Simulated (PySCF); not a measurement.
C$_{2}$H$_{6}$S, SMILES `CSC`.

Method: PBE0/def2-TZVP; geometry: GFN2-xTB; program: PySCF. No frequency check shows the geometry to be a minimum. GFN2-xTB bond lengths at metals and heavier atoms can be off by up to 0.1 Å and shapes distorted, which carries into these values.

Input script:

```python
import numpy as np
from pyscf import gto, scf, dft
from pyscf.scf import atom_ks, atom_hf
from scipy.linalg import block_diag

def solve(mol, dm0=None, hcore=None):
    mf = (dft.UKS if mol.spin else dft.RKS)(mol, xc='pbe0')
    mf.grids.level = 3
    mf = mf.density_fit(auxbasis='def2-universal-jkfit')
    mf.conv_tol, mf.max_cycle = 1e-8, 80
    if hcore is not None:
        mf.get_hcore = lambda *args: hcore
    mf.kernel(dm0)
    if not mf.converged:
        mf = mf.newton().run(mf.mo_coeff, mf.mo_occ, max_cycle=30)
    assert mf.converged, 'SCF not converged'
    return mf

mol = gto.M(atom='''
C      1.37672     0.51795     0.00050
S     -0.00006    -0.66410     0.00001
C     -1.37664     0.51802    -0.00052
H      1.32677     1.13405     0.89420
H      2.29238    -0.06334    -0.00217
H      1.32754     1.13392    -0.89324
H     -2.29233    -0.06323     0.00216
H     -1.32723     1.13423     0.89321
H     -1.32667     1.13410    -0.89423
''', basis='def2-tzvp', charge=0, spin=0, verbose=4)
mf = solve(mol)
mf.analyze()
# spherically averaged free atoms, for the promolecule
atm = atom_ks.get_atm_nrks(mol, xc='pbe0')
pro = block_diag(*[(atm[a[0]][2] * atm[a[0]][3]) @ atm[a[0]][2].T for a in mol._atom])
np.savez('result.npz', e=mf.e_tot, c=mf.mo_coeff, occ=mf.mo_occ, eps=mf.mo_energy, pro=pro, dip=mf.dip_moment(verbose=0), s2=mf.spin_square()[0])
```

Launched as:

```sh
OMP_NUM_THREADS=1 python input.py
```

The run took 7.9 s on 1 thread of Intel(R) Xeon(R) 6975P-C (Granite Rapids), with other jobs on the host, peak memory 0.51 GiB.

Partitions, critical points and surface values were worked out afterwards from this run's density.

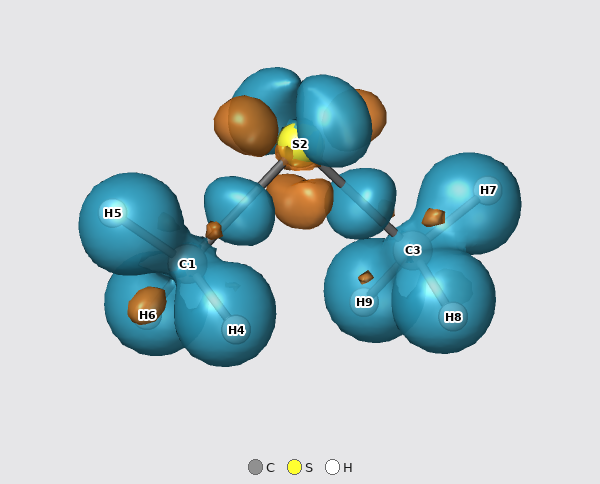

Deformation density (molecule less spherical, spin-averaged free atoms at the same positions), surfaces at ±0.1 e/Å³; light blue: gain, orange: loss.

### Describe the bonding that the map shows.

C1–H5 and C3–H7: +0.73 e/Å³ at the bond critical point (bond length 1.08 Å, Mayer order 1.0). C1–H6, C1–H4, C3–H9 and C3–H8: +0.73 e/Å³ at the bond critical point (bond length 1.09 Å, Mayer order 1.0). S2–C3 and C1–S2: +0.27 e/Å³ at the bond critical point (bond length 1.81 Å, Mayer order 1.1). In all, 2.0 electrons gather in the regions of gain relative to the promolecule.

### Where do the Hirshfeld charges lie?

The highest Hirshfeld charge is on H5 and H7 (+0.05 e), the lowest on C1 and C3 (−0.13 e).

```csv
atom,charge (e)
C1,−0.13
S2,−0.03
C3,−0.13
H4,+0.04
H5,+0.05
H6,+0.04
H7,+0.05
H8,+0.04
H9,+0.04
```
